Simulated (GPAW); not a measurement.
## Property calculation, with input and output: AlH₂I

AlH₂I, SMILES [H][Al]([H])[I], computed with PBE/dzp, scalar-relativistic datasets (GPAW 26.7.0).

The geometry comes from this level: GFN2-xTB.

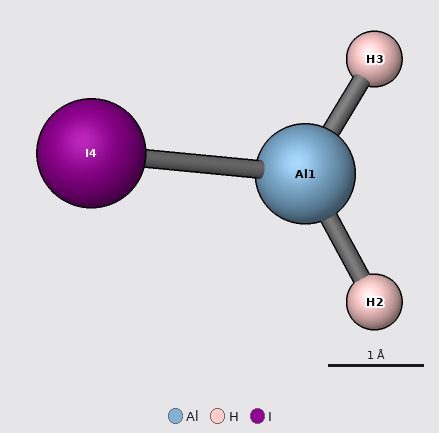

**Figure 1.** The structure as given in the input (ball-and-stick view, seen at a tilt; atoms are numbered from 1 in the order of the input). Sticks mark near contacts. Bond lengths as drawn: Al–H 1.54 Å and Al–I 2.51 Å.

### The input (molecule.py)
```python
import numpy as np
from ase.io import read
from ase.units import Debye
from gpaw import GPAW

atoms = read("molecule.xyz")
atoms.center(vacuum=4.5)

calc = GPAW(mode="lcao", basis="dzp", h=0.2, xc="PBE", maxiter=100, txt="-")
atoms.calc = calc

energy = atoms.get_potential_energy()
print(f"Energy: {energy:.5f} eV")
forces = atoms.get_forces()
print("Forces (eV/Ang)")
for symbol, f in zip(atoms.symbols, forces):
    print(f'{symbol:2} {f[0]:9.4f} {f[1]:9.4f} {f[2]:9.4f}')
dipole = atoms.get_dipole_moment() / Debye
print(f"Dipole = {np.linalg.norm(dipole):.3f} D")
homo, lumo = calc.get_homo_lumo()
print(f"HOMO: {homo:.3f} eV")
print(f"LUMO = {lumo:.3f} eV")
print(f"Gap                     {lumo - homo:.3f} eV")
```

### File molecule.xyz
```
4

Al     0.113430     0.189630     0.001250
H      1.649170     0.216880     0.010570
H     -0.589150     1.555320    -0.022240
I     -1.173450    -1.961840     0.010420
```

Run as:
```bash
python3 molecule.py
```

### Log
```
__  _  _
 | _ |_)|_||  |
 |__||  | ||/\| - 26.7.0

units:  Angstrom and eV
cores:  1
OpenMP: False

Versions:
  Python: 3.12.14
  ASE:    3.29.0
  Numpy:  2.5.5
  Scipy:  1.18.1
  Libxc:  7.0.0

        _gpaw.cpython-312-aarch64-linux-gnu.so

Input parameters:
  mode=LCAO(),
  basis={'default': 'dzp'},
  h=0.2,
  maxiter=100,
  xc=XC(name='PBE')
         .----------------------------.
        /|                            |
       / |                            |
      /  |                            |
     /   |                            |
    /    |                            |
   /     |                            |
  /      |                            |
 *       |         H                  |
 |       |         Al  H              |
 |       |                            |
 |       .-----I----------------------.
 |      /                            /
 |     /                            /
 |    /                            /
 |   /                            /
 |  /                            /
 | /                            /
 |/                            /
 *----------------------------*

Atoms  # Å, Bohr magnetons
|   | symbol |        x |        y |        z |    initial magnetic moments |
|---|--------|----------|----------|----------|-----------------------------|
| 0 |     Al | 5.786880 | 6.651470 | 4.523490 | ( 0.0000,  0.0000,  0.0000) |
| 1 |      H | 7.322620 | 6.678720 | 4.532810 | ( 0.0000,  0.0000,  0.0000) |
| 2 |      H | 5.084300 | 8.017160 | 4.500000 | ( 0.0000,  0.0000,  0.0000) |
| 3 |      I | 4.500000 | 4.500000 | 4.532660 | ( 0.0000,  0.0000,  0.0000) |

Unit cell  # Å
| periodic |         x |         y |        z |   lengths |    angles |
|----------|-----------|-----------|----------|-----------|-----------|
|       no | 11.822620 |  0.000000 | 0.000000 | 11.822620 | 90.000000 |
|       no |  0.000000 | 12.517160 | 0.000000 | 12.517160 | 90.000000 |
|       no |  0.000000 |  0.000000 | 9.032810 |  9.032810 | 90.000000 |

Number of symmetries: 1
Symmetry operations  # r_c * U_cc + t_c -> r_c
|   | kind |            matrix            |
|---|------|------------------------------|
| 0 |  E   |  1, 0, 0,  0, 1, 0,  0, 0, 1 |

BZ-sampling:
  Number of BZ points: 1
  Number of IBZ points: 1

  Monkhorst-Pack size: [1, 1, 1]
  Monkhorst-Pack shift: [0, 0, 0]

K-points  # in reciprocal-cell coordinates
|   |                                coordinates |     weight |
|---|--------------------------------------------|------------|
| 0 | (  0.00000000,   0.00000000,   0.00000000) | 1.00000000 |

basis functions: 36
Spin-components: 1 (collinear spins)
Bands:           10
Projectors:      16
Spin-degeneracy: 2
Datatype:        <class 'float'>

  Storage: CPU
  Wave functions: 2_880 bytes (2_880 per core)

Parallelization:
  kpt:    1
  domain: 1
  band:   1

Density:
  Valence electrons: 12.0
  Components: 1
  Grid points: [60 64 44]
  Charge: 0.0  # |e|

Potential:
  Grid points: [60 64 44]

species:
  Al:
    name:    Aluminium
    Z:       13.0
    valence: 3
    core:    10
    charge:  0.0  # [|e|]
    file:    Al.PBE.gz
    compensation charges:
      type: gauss
      rc: 0.34  # [Å]
      lmax: 2
    cutoffs:
      filter: 1.91  # [Å]
      core: 2.36  # [Å]
    projectors
    | kind |    occ | energy [eV] | rcut [Å] |
    |------|--------|-------------|----------|
    |   3s |  2.000 |      -7.753 |    1.085 |
    |   3p |  1.000 |      -2.712 |    1.085 |
    |    s |        |      19.459 |    1.085 |
    |    p |        |      24.499 |    1.085 |
    |    d |        |       0.000 |    1.085 |

    LCAO basis set for Al:
      Name: dzp
      File: Al.dzp.basis.gz
      Number of radial functions: 5
      Number of spherical harmonics: 13
        l=0, rc=7.8750 Bohr: 3s-sz confined orbital
        l=1, rc=10.4219 Bohr: 3p-sz confined orbital
        l=0, rc=4.6094 Bohr: 3s-dz split-valence wave
        l=1, rc=6.2812 Bohr: 3p-dz split-valence wave
        l=2, rc=10.4219 Bohr: d-type Gaussian polarization
      Number of RI-basis functions 0

  H:
    name:    Hydrogen
    Z:       1.0
    valence: 1
    core:    0
    charge:  0.0  # [|e|]
    file:    H.PBE.gz
    compensation charges:
      type: gauss
      rc: 0.15  # [Å]
      lmax: 2
    cutoffs:
      filter: 0.85  # [Å]
      core: 0.53  # [Å]
    projectors
    | kind |    occ | energy [eV] | rcut [Å] |
    |------|--------|-------------|----------|
    |   1s |  1.000 |      -6.494 |    0.476 |
    |    s |        |      20.717 |    0.476 |
    |    p |        |       0.000 |    0.476 |

    LCAO basis set for H:
      Name: dzp
      File: H.dzp.basis.gz
      Number of radial functions: 3
      Number of spherical harmonics: 5
        l=0, rc=6.4219 Bohr: 1s-sz confined orbital
        l=0, rc=3.6094 Bohr: 1s-dz split-valence wave
        l=1, rc=6.4219 Bohr: p-type Gaussian polarization
      Number of RI-basis functions 0

  I:
    name:    Iodine
    Z:       53.0
    valence: 7
    core:    46
    charge:  0.0  # [|e|]
    file:    I.PBE.gz
    compensation charges:
      type: gauss
      rc: 0.37  # [Å]
      lmax: 2
    cutoffs:
      filter: 2.06  # [Å]
      core: 2.90  # [Å]
    projectors
    | kind |    occ | energy [eV] | rcut [Å] |
    |------|--------|-------------|----------|
    |   5s |  2.000 |     -17.382 |    1.164 |
    |   5p |  5.000 |      -7.088 |    1.164 |
    |    s |        |       9.829 |    1.164 |
    |    p |        |      20.123 |    1.164 |
    |    d |        |       0.000 |    1.164 |

    LCAO basis set for I:
      Name: dzp
      File: I.dzp.basis.gz
      Number of radial functions: 5
      Number of spherical harmonics: 13
        l=0, rc=5.8750 Bohr: 5s-sz confined orbital
        l=1, rc=7.5156 Bohr: 5p-sz confined orbital
        l=0, rc=3.3125 Bohr: 5s-dz split-valence wave
        l=1, rc=4.3750 Bohr: 5p-dz split-valence wave
        l=2, rc=7.5156 Bohr: d-type Gaussian polarization
      Number of RI-basis functions 0

Reference energy: -200169.199256  # eV

eigensolver:
  <gpaw.new.lcao.eigensolver.LCAOEigensolver object at 0xfc6ad7b3a2d0>
density mixing:
  MSR1-Mixer
  Pratt-step length: 0.05
  Maximum mixing coefficient: 0.75
  Old densities: 10
  SVD Regularization: 0.005
  Good broyden scale: 1.0
  Trust region scale: 1.0
  Backstep threshold: 4.0
  History deletion threshold: 6.0
  Fourier metric: weight=20.0, sigma=0.015

occupation numbers:
  # Zero width

FastPoissonSolver using
    Stencil: 6*3+1=19 point O(h^6) finite-difference Laplacian
    FFT axes: []
    FST axes: [np.int64(2), np.int64(0), np.int64(1)]

xc functional:
  name: PBE with 2 nearest neighbor stencil
interpolation: tri-quintic # 5. degree polynomial

         .----------------------------.
        /|                            |
       / |                            |
      /  |                            |
     /   |                            |
    /    |                            |
   /     |                            |
  /      |                            |
 *       |         H                  |
 |       |         Al  H              |
 |       |                            |
 |       .-----I----------------------.
 |      /                            /
 |     /                            /
 |    /                            /
 |   /                            /
 |  /                            /
 | /                            /
 |/                            /
 *----------------------------*

Atoms  # Å, Bohr magnetons
|   | symbol |        x |        y |        z |    initial magnetic moments |
|---|--------|----------|----------|----------|-----------------------------|
| 0 |     Al | 5.786880 | 6.651470 | 4.523490 | ( 0.0000,  0.0000,  0.0000) |
| 1 |      H | 7.322620 | 6.678720 | 4.532810 | ( 0.0000,  0.0000,  0.0000) |
| 2 |      H | 5.084300 | 8.017160 | 4.500000 | ( 0.0000,  0.0000,  0.0000) |
| 3 |      I | 4.500000 | 4.500000 | 4.532660 | ( 0.0000,  0.0000,  0.0000) |

Unit cell  # Å
| periodic |         x |         y |        z |   lengths |    angles |
|----------|-----------|-----------|----------|-----------|-----------|
|       no | 11.822620 |  0.000000 | 0.000000 | 11.822620 | 90.000000 |
|       no |  0.000000 | 12.517160 | 0.000000 | 12.517160 | 90.000000 |
|       no |  0.000000 |  0.000000 | 9.032810 |  9.032810 | 90.000000 |

Number of symmetries: 1
Symmetry operations  # r_c * U_cc + t_c -> r_c
|   | kind |            matrix            |
|---|------|------------------------------|
| 0 |  E   |  1, 0, 0,  0, 1, 0,  0, 0, 1 |

BZ-sampling:
  Number of BZ points: 1
  Number of IBZ points: 1

  Monkhorst-Pack size: [1, 1, 1]
  Monkhorst-Pack shift: [0, 0, 0]

K-points  # in reciprocal-cell coordinates
|   |                                coordinates |     weight |
|---|--------------------------------------------|------------|
| 0 | (  0.00000000,   0.00000000,   0.00000000) | 1.00000000 |

basis functions: 36
Spin-components: 1 (collinear spins)
Bands:           10
Projectors:      16
Spin-degeneracy: 2
Datatype:        <class 'float'>

  Storage: CPU
  Wave functions: 2_880 bytes (2_880 per core)

Parallelization:
  kpt:    1
  domain: 1
  band:   1

Density:
  Valence electrons: 12.0
  Components: 1
  Grid points: [60 64 44]
  Charge: 0.0  # |e|

Potential:
  Grid points: [60 64 44]

species:
  Al:
    name:    Aluminium
    Z:       13.0
    valence: 3
    core:    10
    charge:  0.0  # [|e|]
    file:    Al.PBE.gz
    compensation charges:
      type: gauss
      rc: 0.34  # [Å]
      lmax: 2
    cutoffs:
      filter: 1.91  # [Å]
      core: 2.36  # [Å]
    projectors
    | kind |    occ | energy [eV] | rcut [Å] |
    |------|--------|-------------|----------|
    |   3s |  2.000 |      -7.753 |    1.085 |
    |   3p |  1.000 |      -2.712 |    1.085 |
    |    s |        |      19.459 |    1.085 |
    |    p |        |      24.499 |    1.085 |
    |    d |        |       0.000 |    1.085 |

    LCAO basis set for Al:
      Name: dzp
      File: Al.dzp.basis.gz
      Number of radial functions: 5
      Number of spherical harmonics: 13
        l=0, rc=7.8750 Bohr: 3s-sz confined orbital
        l=1, rc=10.4219 Bohr: 3p-sz confined orbital
        l=0, rc=4.6094 Bohr: 3s-dz split-valence wave
        l=1, rc=6.2812 Bohr: 3p-dz split-valence wave
        l=2, rc=10.4219 Bohr: d-type Gaussian polarization
      Number of RI-basis functions 0

  H:
    name:    Hydrogen
    Z:       1.0
    valence: 1
    core:    0
    charge:  0.0  # [|e|]
    file:    H.PBE.gz
    compensation charges:
      type: gauss
      rc: 0.15  # [Å]
      lmax: 2
    cutoffs:
      filter: 0.85  # [Å]
      core: 0.53  # [Å]
    projectors
    | kind |    occ | energy [eV] | rcut [Å] |
    |------|--------|-------------|----------|
    |   1s |  1.000 |      -6.494 |    0.476 |
    |    s |        |      20.717 |    0.476 |
    |    p |        |       0.000 |    0.476 |

    LCAO basis set for H:
      Name: dzp
      File: H.dzp.basis.gz
      Number of radial functions: 3
      Number of spherical harmonics: 5
        l=0, rc=6.4219 Bohr: 1s-sz confined orbital
        l=0, rc=3.6094 Bohr: 1s-dz split-valence wave
        l=1, rc=6.4219 Bohr: p-type Gaussian polarization
      Number of RI-basis functions 0

  I:
    name:    Iodine
    Z:       53.0
    valence: 7
    core:    46
    charge:  0.0  # [|e|]
    file:    I.PBE.gz
    compensation charges:
      type: gauss
      rc: 0.37  # [Å]
      lmax: 2
    cutoffs:
      filter: 2.06  # [Å]
      core: 2.90  # [Å]
    projectors
    | kind |    occ | energy [eV] | rcut [Å] |
    |------|--------|-------------|----------|
    |   5s |  2.000 |     -17.382 |    1.164 |
    |   5p |  5.000 |      -7.088 |    1.164 |
    |    s |        |       9.829 |    1.164 |
    |    p |        |      20.123 |    1.164 |
    |    d |        |       0.000 |    1.164 |

    LCAO basis set for I:
      Name: dzp
      File: I.dzp.basis.gz
      Number of radial functions: 5
      Number of spherical harmonics: 13
        l=0, rc=5.8750 Bohr: 5s-sz confined orbital
        l=1, rc=7.5156 Bohr: 5p-sz confined orbital
        l=0, rc=3.3125 Bohr: 5s-dz split-valence wave
        l=1, rc=4.3750 Bohr: 5p-dz split-valence wave
        l=2, rc=7.5156 Bohr: d-type Gaussian polarization
      Number of RI-basis functions 0

Reference energy: -200169.199256  # eV

eigensolver:
  <gpaw.new.lcao.eigensolver.LCAOEigensolver object at 0xfc6ad5950530>
density mixing:
  MSR1-Mixer
  Pratt-step length: 0.05
  Maximum mixing coefficient: 0.75
  Old densities: 10
  SVD Regularization: 0.005
  Good broyden scale: 1.0
  Trust region scale: 1.0
  Backstep threshold: 4.0
  History deletion threshold: 6.0
  Fourier metric: weight=20.0, sigma=0.015

occupation numbers:
  # Zero width

FastPoissonSolver using
    Stencil: 6*3+1=19 point O(h^6) finite-difference Laplacian
    FFT axes: []
    FST axes: [np.int64(2), np.int64(0), np.int64(1)]

xc functional:
  name: PBE with 2 nearest neighbor stencil
interpolation: tri-quintic # 5. degree polynomial

Initialization done in: 2.451 s

convergence criteria:
- Maximum [total energy] change in last 3 cyles: 0.0005 eV / valence electron
- Maximum integral of absolute [dens]ity change: 0.0001 electrons / valence electron
- Maximum integral of absolute [eigenst]ate change: 4e-08 eV^2 / valence electron
maximum number of iterations: 100

SCF iterations
|iter     |     time |      energy | eigst |  dens |
|---------|----------|-------------|-------|-------|
|iter:   1| 00:00:03 |  -12.105483 |      c|       |
|iter:   2| 00:00:03 |  -11.957330 |      c| -0.74 |
|iter:   3| 00:00:03 |  -11.102201 |      c| -0.77 |
|iter:   4| 00:00:04 |  -11.092911 |      c| -1.41 |
|iter:   5| 00:00:04 |  -11.093339 |      c| -1.90 |
|iter:   6| 00:00:04 |  -11.093363c|      c| -2.67 |
|iter:   7| 00:00:05 |  -11.093362c|      c| -3.41 |
|iter:   8| 00:00:05 |  -11.093362c|      c| -3.94 |
|iter:   9| 00:00:05 |  -11.093362c|      c| -4.58c|

Converged in 9 steps
SCF loop duration: 2.925 s (0.325 s/step)
Energy contributions relative to reference atoms: (reference = -200169.199256)

Energy contributions:
  Kinetic:          21.560800
  Coulomb:         -20.510082
  Zero:             -0.010805
  External:          0.000000
  Xc:              -12.133275
  Entropy:           0.000000
  Spinorbit:         0.000000
  ----------------------------
  Free energy:     -11.093362
  Extrapolated:    -11.093362

dipole moment: (0.042543, 0.070436, 0.001790)  # |e|*Ang

Fermi level: -4.344
Eigenvalues  # (at kpt = [0.000, 0.000, 0.000])
| band index |      eig [eV] | occ [0-2] |
|------------|---------------|-----------|
|          0 |       -16.966 |     2.000 |
|          1 |       -10.436 |     2.000 |
|          2 |        -7.746 |     2.000 |
|          3 |        -7.630 |     2.000 |
|          4 |        -6.650 |     2.000 |
|          5 |        -6.271 |     2.000 |
|          6 |        -2.416 |     0.000 |
|          7 |        -0.903 |     0.000 |
|          8 |         1.477 |     0.000 |
|          9 |         1.821 |     0.000 |

Gap: 3.855 eV
Transition (v -> c):
  (s=0, k=0, n=5, [0.00, 0.00, 0.00]) -> (s=0, k=0, n=6, [0.00, 0.00, 0.00])
No difference between direct/indirect transitions
vacuum-level: 0.000  # V
Energy: -11.09336 eV

Forces  # eV/Ang
|        x |        y |        z |
|----------|----------|----------|
| -0.24249 | -0.40333 | -0.00685 |  # Al   0
|  0.78579 | -0.24722 |  0.01289 |  # H    1
| -0.59967 |  0.57039 | -0.01383 |  # H    2
|  0.05622 |  0.08914 | -0.00440 |  # I    3

Force computation time: 0.110  # s
Forces (eV/Ang)
Al   -0.2425   -0.4033   -0.0068
H     0.7858   -0.2472    0.0129
H    -0.5997    0.5704   -0.0138
I     0.0562    0.0891   -0.0044
Dipole = 0.395 D
HOMO: -6.271 eV
LUMO = -2.416 eV
Gap                     3.855 eV
```

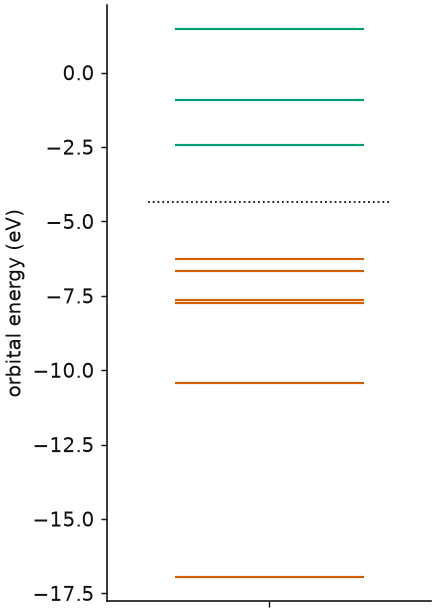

**Figure 2.** Orbital energies near the frontier; the dotted line parts filled from empty levels, and levels within 0.02 eV of each other stand side by side. Highest filled −6.27 eV, lowest empty −2.42 eV, 3.85 eV apart.

### Results in brief

| quantity | value |
| --- | --- |
| outcome | converged |
| energy relative to the program's reference atoms | −11.0934 eV |
| basis functions | 36 |
| largest force | 0.828 eV/Å |
| HOMO | −6.27 eV |
| LUMO | −2.42 eV |
| dipole moment | 0.40 D |
| hardware | 1 thread of Arm Neoverse V2, 112 GiB of memory available, shared host |
| wall time | 6 s |
| peak memory | 0.45 GiB |
